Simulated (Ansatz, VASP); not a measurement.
# Pb: VASP beside Ansatz

One calculation is typed for both programs; each brings its own data sets and cutoff. How far apart do they land?

Method: plane waves, with VASP 6.6.1 beside it; relaxation of cell and atoms at PBEsol, in Ansatz 0.2.0.

## (1) The starting structure

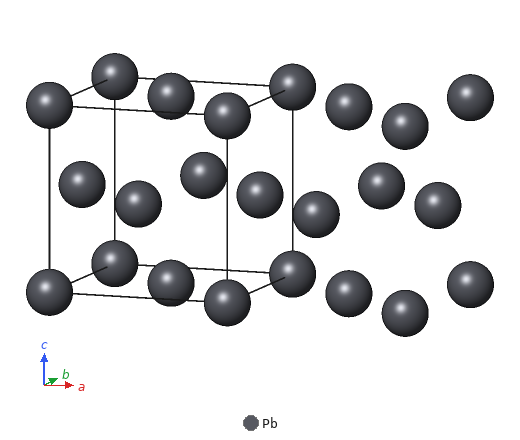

Start, viewed slightly off an axis; lead dark grey. 2×1×1 cells are drawn. This picture shows the conventional cell, with its axes. Some periodic images of atoms are drawn too.

Coordinates:

```cif
data_structure
_symmetry_space_group_name_H-M 'Fm-3m'
_symmetry_Int_Tables_number 225
_cell_length_a 4.9500
_cell_length_b 4.9500
_cell_length_c 4.9500
_cell_angle_alpha 90.000
_cell_angle_beta 90.000
_cell_angle_gamma 90.000
_cell_volume 121.29
loop_
_atom_site_label
_atom_site_type_symbol
_atom_site_symmetry_multiplicity
_atom_site_Wyckoff_symbol
_atom_site_fract_x
_atom_site_fract_y
_atom_site_fract_z
_atom_site_occupancy
Pb1 Pb 4 a 0.00000 0.00000 0.00000 1
```

## (2) VASP: relaxation of cell and atoms, PBEsol

The relaxed volume is the usual yardstick between codes: its relative difference is about their pressure difference at one cell divided by the bulk modulus.

Lines of VASP's logs that name or quote its potential files are left out, and so is its time.

Contents of INCAR:

```
SYSTEM = Pb
PREC = Accurate
ENCUT = 420
EDIFF = 1E-06
NELM = 120
ISMEAR = 1
SIGMA = 0.15
LREAL = .FALSE.
ALGO = Normal
GGA = PS
NBANDS = 8
LORBIT = 11
LWAVE = .FALSE.
LCHARG = .FALSE.
KPAR = 4
IBRION = 2
NSW = 30
ISIF = 3
EDIFFG = -0.01
POTIM = 0.4
```

Contents of POSCAR:

```
Pb
1.0
    0.0000000000      2.4750000000      2.4750000000
    2.4750000000      0.0000000000      2.4750000000
    2.4750000000      2.4750000000      0.0000000000
Pb
1
Direct
    0.0000000000      0.0000000000      0.0000000000
```

Contents of KPOINTS:

```
Automatic mesh
0
Gamma
13 13 13
0 0 0
```

Potentials, in the order of the species: Pb (PBE family, release 64).

Run with:

```console
$ mpirun -np 4 vasp_std
```

Numbers of over 12 decimals in the logs are rounded to 6 here.

Output:

```text
[banner, memory and clock lines left out]
running    4 mpi-ranks, on    1 nodes
 distrk:  each k-point on    1 cores,    4 groups
 distr:  one band on    1 cores,    1 groups

 POSCAR found type information on POSCAR Pb
 POSCAR found :  1 types and       1 ions
|                                                                             |
|               ----> ADVICE to this user running VASP <----                  |
|                                                                             |
|     You enforced a specific xc type in the INCAR file but a different       |
|     [... a line on the potential file left out ...]
|     I HOPE YOU KNOW WHAT YOU ARE DOING!                                     |
|                                                                             |

 LDA part: xc-table for (Slater+PW92), standard interpolation
 POSCAR, INCAR and KPOINTS ok, starting setup
 FFT: planning ... GRIDC
 FFT: planning ... GRID_SOFT
 FFT: planning ... GRID
 WAVECAR not read
 entering main loop
       N       E                     dE             d eps       ncg     rms          rms(c)
DAV:   1     0.420628175915E+00    0.42063E+00   -0.12969E+03  1344   0.313E+02
DAV:   2    -0.396918599751E+01   -0.43898E+01   -0.42468E+01  1824   0.311E+01
DAV:   3    -0.401374403594E+01   -0.44558E-01   -0.44523E-01  1680   0.341E+00
DAV:   4    -0.401381680623E+01   -0.72770E-04   -0.72770E-04  2144   0.147E-01
DAV:   5    -0.401381685389E+01   -0.47667E-07   -0.47786E-07  1760   0.272E-03    0.489E+00
DAV:   6    -0.400611112259E+01    0.77057E-02   -0.20173E-03  1816   0.157E-01    0.300E+00
DAV:   7    -0.400159423616E+01    0.45169E-02   -0.56047E-03  1544   0.264E-01    0.221E-01
DAV:   8    -0.400165089870E+01   -0.56663E-04   -0.64635E-05  2224   0.442E-02    0.349E-02
DAV:   9    -0.400165083887E+01    0.59828E-07   -0.18932E-06  1808   0.579E-03
   1 F= -.40016508E+01 E0= -.40014193E+01  d E =-.400165E+01
 curvature:   0.00 expect dE= 0.000E+00 dE for cont linesearch  0.000E+00
 trial: gam= 0.00000 g(F)=  0.573E-68 g(S)=  0.169E-02 ort = 0.000E+00 (trialstep = 0.100E+01)
 search vector abs. value=  0.169E-02
 bond charge predicted
       N       E                     dE             d eps       ncg     rms          rms(c)
DAV:   1    -0.400326733662E+01   -0.16164E-02   -0.26004E-02  1736   0.568E-01    0.204E-01
DAV:   2    -0.400278404120E+01    0.48330E-03   -0.51166E-04  1608   0.123E-01    0.101E-01
DAV:   3    -0.400253145814E+01    0.25258E-03   -0.61995E-04  1648   0.850E-02    0.813E-02
DAV:   4    -0.400253184632E+01   -0.38818E-06   -0.54745E-06  1976   0.140E-02
   2 F= -.40025318E+01 E0= -.40023069E+01  d E =-.881007E-03
 trial-energy change:   -0.000881  1 .order   -0.000879   -0.001691   -0.000068
 step:   1.0421(harm=  1.0421)  dis= 0.00000  next Energy=    -4.002532 (dE=-0.881E-03)
 reached required accuracy - stopping structural energy minimisation
```

Parts of OUTCAR (step 2):

```text
ion  position               nearest neighbor table
   1  0.000  0.000  0.000-

  LATTYP: Found a face centered cubic cell.
 ALAT       =     4.9500000000

 Subroutine GETGRP returns: Found 48 space group operations
 (whereof 48 operations were pure point group operations)

The static configuration has the point symmetry O_h .

 Found     84 irreducible k-points:

   k-points           NKPTS =     84   k-points in BZ     NKDIM =     84   number of bands    NBANDS=      8

   dimension x,y,z NGX =    24 NGY =   24 NGZ =   24
   dimension x,y,z NGXF=    48 NGYF=   48 NGZF=   48

   ENCUT  =  420.0 eV  30.87 Ry    5.56 a.u.   5.85  5.85  5.85*2*pi/ulx,y,z

   NELECT =       4.0000    total number of electrons

 k-points in reciprocal lattice and weights: Automatic mesh
   0.00000000  0.00000000  0.00000000       0.000
   0.07692308  0.00000000  0.00000000       0.004
   0.15384615  0.00000000  0.00000000       0.004
   0.23076923  0.00000000  0.00000000       0.004
   0.30769231  0.00000000  0.00000000       0.004
   0.38461538  0.00000000  0.00000000       0.004
   0.46153846  0.00000000  0.00000000       0.004
   0.07692308  0.07692308  0.00000000       0.003
   0.15384615  0.07692308  0.00000000       0.011
[...]
-0.30769231  0.46153846  0.15384615       0.011
  -0.30769231  0.46153846  0.23076923       0.011

 average (electrostatic) potential at core
       1 -42.4120

 E-fermi :   5.0044

 k-point     1 :       0.0000    0.0000    0.0000
  band No.  band energies     occupation
      1      -6.9173      2.00000
      2      12.4822      0.00000
      3      12.4822      0.00000
      4      12.4822      0.00000
      5      14.7291      0.00000
      6      16.3656      0.00000
    ...

 k-point     2 :       0.0769    0.0000    0.0000
  band No.  band energies     occupation
      1      -6.8016      2.00000
      2      11.0993      0.00000
      3      12.3315      0.00000
      4      12.3315      0.00000
      5      14.4287      0.00000
      6      16.8550      0.00000
    ...

 k-point     3 :       0.1538    0.0000    0.0000
  band No.  band energies     occupation
      1      -6.4554      2.00000
      2       8.7025      0.00000
      3      11.9644      0.00000
      4      11.9644      0.00000
      5      14.1075      0.00000
      6      17.4865      0.00000
    ...

  Total       -0.0048796     -0.0048796     -0.0048796      0.0000000      0.0000000     -0.0000000
  in kB       -0.2614768     -0.2614768     -0.2614768      0.0000000      0.0000000     -0.0000000
  external PRESSURE =      -0.2614768 kB  Pullay stress =       0.0000000 kB

  energy-cutoff  :      420.00
  volume of cell :       29.90
      direct lattice vectors                 reciprocal lattice vectors
    -0.000000000  2.463457749  2.463457749    -0.202966745  0.202966745  0.202966745
     2.463457749  0.000000000  2.463457749     0.202966745 -0.202966745  0.202966745
     2.463457749  2.463457749 -0.000000000     0.202966745  0.202966745 -0.202966745

 POSITION                                       TOTAL-FORCE (eV/Angst)
 -----------------------------------------------------------------------------------
      2.46346      2.46346     -0.00000         0.000000      0.000000     -0.000000
 -----------------------------------------------------------------------------------
    total drift:                               -0.000000     -0.000000     -0.000000

  FREE ENERGIE OF THE ION-ELECTRON SYSTEM (eV)
  ---------------------------------------------------
  free  energy   TOTEN  =        -4.0025318463 eV

  energy  without entropy=       -4.0018569353  energy(sigma->0) =       -4.00230688

 reached required accuracy - stopping structural energy minimisation

 total charge
# of ion       s       p       d       tot
------------------------------------------
    1        1.735   1.342   0.077   3.155

[... 3 further parts left out ...]
```

CONTCAR:

```
Pb
   1.00000000000000
    -0.0000000000000000    2.4634577490554044    2.4634577490554044
     2.4634577490554044    0.0000000000000000    2.4634577490554044
     2.4634577490554044    2.4634577490554044   -0.0000000000000000
  Pb
     1
Direct
     0.0000000000000000    0.0000000000000000    1.0000000000000000
```

## (3) Ansatz: relaxation of cell and atoms, PBEsol

Ansatz runs on its default PAW (the set named soft_2) files.

The same cell, functional, mesh and smearing now go to Ansatz, which takes its cutoff from its data sets.

Contents of input.yaml:

```yaml
crystal:
  lattice:
    - [0.0, 2.475, 2.475]
    - [2.475, 0.0, 2.475]
    - [2.475, 2.475, 0.0]
  atoms:
    - { symbol: Pb, position: [0.0, 0.0, 0.0] }
hamiltonian:
  xc: pbesol
  pseudopotentials: { kind: paw }
kpoints:
  mp_grid: { grid: [13, 13, 13] }
scf:
  occupations: { method: methfessel_paxton, width: 0.15 }
relax:
  f_tol: 0.01
  max_steps: 60
  cell: { stress_tol: 0.05 }
output:
  forces: true
  stress: true
```

Run with:

```console
$ ansatz run input.yaml --threads 4 --pin off --max-ram 9216MiB --backend cpu --events-out ev --progress --plain --runs-dir out
```

Output:

```text
Engine: ansatz 0.2.0, aarch64-unknown-linux-gnu
Pseudopotentials: kind: paw
Pseudopotential: Pb, paw, valence charge 14, recommended cutoff 420 eV (normal), Pb.paw.azcp
Functional definition: PBEsol
  exchange = pbesol_x
  correlation = pbesol_c
Crystal: 1 atoms, lattice volume = 30.322 Å³
Basis set: ecut = 420 eV, 609 PW (Γ), exchange–correlation on 48×48×48 points (8 copies of the dense FFT grid, shifted against one another)
Bands: 11, of which v1, the nominal top of the filled ones, is band 7 counted from 1 (6 counted from 0)
Symmetry: 48 space group operations
Space group: Fm-3m (ITA 225), of the structure as read, at distance tolerance 3.1e-5 Å
k-points: 84 of 2197
Non-local potential: Pb, projectors of the file, l = 0: 2, l = 1: 2, l = 2: 2, l = 3: 2
PAW form: soft (Blöchl's): semilocal exchange-correlation on the pseudo side does not see the compensation charge
PAW frozen core: Pb, regenerated for the run's functional, and the local potential with it (the file was generated under x = pbe(κ = 0.804, μ = 0.219515), c = pbe(β = 0.066725))
PAW one-centre angular grid: Pb, 590 points (default); XC on 64 Gauss nodes
Initial density: superposition of atomic densities (neutral atoms: chi_scale 0, normalization atom), corrected by the library's trained network
Initial wavefunctions: pseudopotential atomic-orbital guess
Functional: x = pbesol(κ = 0.804, μ = 0.123457), c = pbesol(β = 0.046)
SCF iter   1: F=—  HF=-11754.942530 eV  |F-HF|=—  |Δ(HF+E_count)|=         —  Δρ=1.91e-3  dr2=8.42e-4  ethr=1.77e-3  ⟨swp⟩=5.5  Hψ=5982  notcnv=0
preconditioner: auto → none  [metal: Δε(μ)=0.076 eV  Ē_g=19.851 eV  σ=0.150 eV  W_gap=0.41  n_scr=8 (ndim 8)  ℏωp=25.2 eV  f_vac=0.000  D(μ)=0.69/eV (n_scr^D=0)  sad-step TF]
SCF iter   2: F=—  HF=-11754.941862 eV  |F-HF|=—  |Δ(HF+E_count)|=   6.69e-4  S|Δr|=    0.00e0  Δρ=1.19e-3  dr2=3.62e-4  ethr=6.01e-6  ⟨swp⟩=2.5  Hψ=2107  notcnv=0
SCF iter   3: F=—  HF=-11754.941766 eV  |F-HF|=—  |Δ(HF+E_count)|=   9.57e-5  S|Δr|=    0.00e0  Δρ=6.40e-4  dr2=1.00e-4  ethr=2.59e-6  ⟨swp⟩=2.0  Hψ=1487  notcnv=0
SCF iter   4: F=—  HF=-11754.941719 eV  |F-HF|=—  |Δ(HF+E_count)|=   4.73e-5  S|Δr|=    0.00e0  Δρ=1.66e-4  dr2=6.51e-6  ethr=7.17e-7  ⟨swp⟩=2.3  Hψ=1516  notcnv=0
SCF iter   5: F=—  HF=-11754.941716 eV  |F-HF|=—  |Δ(HF+E_count)|=   2.16e-6  S|Δr|=    0.00e0  Δρ=1.89e-5  dr2=6.74e-8  ethr=7.14e-10  ⟨swp⟩=3.7  Hψ=3930  notcnv=0
SCF iter   6: F=-11754.941716 eV  HF=-11754.941716 eV  |F-HF|=1.67e-9  |Δ(HF+E_count)|=   1.18e-8  S|Δr|=    0.00e0  Δρ=2.25e-6  dr2=1.56e-9  ethr=4.81e-10  ⟨swp⟩=2.6  Hψ=3356  notcnv=0
SCF 1 converged in 6 iterations: F = -11754.941716 eV  dr2 = 1.56e-9
  greatest PAW one-centre occupation: 0.978 electrons in one spin orbital (limit 2), on the Pb atom at site 0 (counted from 0), in its partial waves of l = 2
relax step   1: F+E_penalty+E_count = -11754.94171647 eV  Δ(F+E_penalty+E_count) = +0.000e0 eV  max|allowed force component| = 0.000e0 eV/Å  Δτ_max = 0.0000 Å  P = -0.478 GPa  Ω = 30.322 Å³  (6 SCF iters, dr2 threshold 1.00e-7 eV, accepted)
[...]
relax step   2: F+E_penalty+E_count = -11754.94223559 eV  Δ(F+E_penalty+E_count) = -5.191e-4 eV  max|allowed force component| = 0.000e0 eV/Å  Δτ_max = 0.0000 Å  P = +0.017 GPa  Ω = 29.993 Å³  energy of the carried Pulay correction = +4.058e-5 eV  (4 SCF iters, dr2 threshold 1.00e-7 eV, accepted)
[...]
relax step   3: F+E_penalty+E_count = -11754.94219572 eV  Δ(F+E_penalty+E_count) = +3.987e-5 eV  max|allowed force component| = 0.000e0 eV/Å  Δτ_max = 0.0000 Å  P = +0.017 GPa  Ω = 29.993 Å³  stress off target by 1.70e-2 GPa  SCF on the basis re-selected at this cell (its energy is not comparable with the rows above)  (4 SCF iters)
basis re-selected at this cell: Δ(F+E_penalty+E_count) = +3.987e-5 eV, ΔP = -0.000 GPa vs the last step (what re-selecting the basis moved, of the pressure what is left beyond the Pulay correction that the steps carried, after the strain that the cell walked since its last selection, with what the two solves' SCF thresholds leave and, on support functions, any second-order correction that the steps lacked; it is no measure of the basis error at this ecutwfc). This SCF's stress stands 1.70e-2 GPa from its target on what of the cell is left free (relax.cell.stress_tol is 5.00e-2 GPa) and its largest allowed force component is 0.00e0 eV/Å (relax.f_tol is 1.00e-2 eV/Å): [rest of the remark cut]
SCF converged after 4 iterations
Stability not checked: this state was not tested for a lower state beside it, because cold or Methfessel-Paxton smearing, or corrected tetrahedra, fill the levels in a way that the test cannot read (fill_not_monotonic; see scf.lower_state_search)
Free energy (F): -11754.942196 eV
Harris-Foulkes:  -11754.942196 eV  (|F-HF|=3.64e-12)
Internal energy: -11754.941469 eV  (E = F + TS)
E sigma→0 (E₀):  -11754.942014 eV
Entropy (-TS):   -0.000727 eV (-0.727 meV/atom)
Fermi energy:    11.024107 eV
--- Per-component energies (eV) ---
  E_band       = -36.389607
  E_kinetic    = 289.273976
  E_local      = -1009.590628  (includes V_loc(G=0)·N_el)
  E_nonlocal   = 351.646291
  E_hartree    = 400.293931
  E_xc         = -219.175634
  E_vxc        = -132.962149  (∫ρ·V_xc dr)
  E_paw        = -10255.618431  (= ΣΔE_a)
  E_vpaw       = -335.344993  (= ΣTr[D̂ρ^β])
  E_aug_tail   = 0.000049  (compensation charges beyond the density's cutoff)
  E_ewald      = -1311.833138
  E_core_change = 0.062117  (= ΣΔE_core)
  E_smearing   = -0.000727  (= −TS)
  E_closure    = -0.000000  (closes the sum)
  Σ components = -11754.942196   (vs F -11754.942196, Δ=0.00e0)
--- Forces (eV/Å), atoms counted from 1 ---
  atom   1  Pb    -0.00000000    -0.00000000     0.00000000
  max |Σ_I F_I| component: 2.30e-31 eV/Å
--- Stress (GPa, compression-positive) ---
        0.017037       0.000000       0.000000
        0.000000       0.017037       0.000000
        0.000000       0.000000       0.017037
  P = ⅓ Tr σ = 0.0170 GPa (0.170 kbar)
--- Relaxed structure (2 steps of the walk, 2 accepted, 1 SCFs on fresh bases) ---
  F+E_penalty+E_count = -11754.94219572 eV   max|allowed force component| = 0.000e0 eV/Å   (the final SCF, on the basis selected at the relaxed cell)
  cell:  # Å, volume = 29.9928 Å³
    - [0, 2.466014, 2.466014]
    - [2.466014, 0, 2.466014]
    - [2.466014, 2.466014, 0]
  atoms:
    - { symbol: Pb, position: [0.0, 0.0, 0.0] }
```

Elapsed: 2.9 s, on 4 threads of Arm Neoverse N1, shared host; peak memory 0.39 GiB; 7.7 s of CPU time.

## (4) Side by side

Known differences besides the PAW data sets themselves: both relaxations stop at a tolerance, which leaves soft axes loose, and VASP keeps its plane-wave basis; the data sets hold 14 valence electrons in Ansatz (default PAW (the set named soft_2) files) and 4 in VASP; Ansatz makes its cores anew for this functional, VASP keeps those of its PBE data sets; VASP leaves aspherical gradient terms in its spheres out (LASPH is not set), Ansatz keeps them; Ansatz adds a Pulay correction to the stress that steers its cell, VASP none. Total energies have different zeros and are not compared.

Both answers:

| quantity | Ansatz | VASP | difference |
| --- | --- | --- | --- |
| volume (Å³) | 29.99 | 29.90 | +0.31 % |
| edge a after relaxation, in the typed setting (Å) | 3.487 | 3.484 | +0.10 % |

The walks stopped with 0.02 GPa left in Ansatz and -0.03 GPa in VASP; each walk ends within a tolerance, so the volume difference is uncertain by about these residues over the bulk modulus, most in soft cells.

## (5) What came out

```yaml
difference_in_volume_relaxation_of_cell_and_atoms_pbesol: 0.31 %
```

What this shows: The difference in volume is 0.31 % (relaxation of cell and atoms, PBEsol), within the 1.2 % picked in this series as the mark of a large difference, as far as the stopping tolerances let one tell. How closely two codes agree says nothing of how well the functional describes the real material.

[Lines on the potential files, build, host, timing and source positions are cut from VASP's logs without a mark.]

[Logs are printed without paths, hosts, clocks, repeated set-up lines and the standing remarks that a program may print on its own settings, such as how far it seeks lower states.]

[Hosts, paths, dates, database ids (printed as entryN), source tags and the programs' standing remarks are cut or masked in the printed files.]
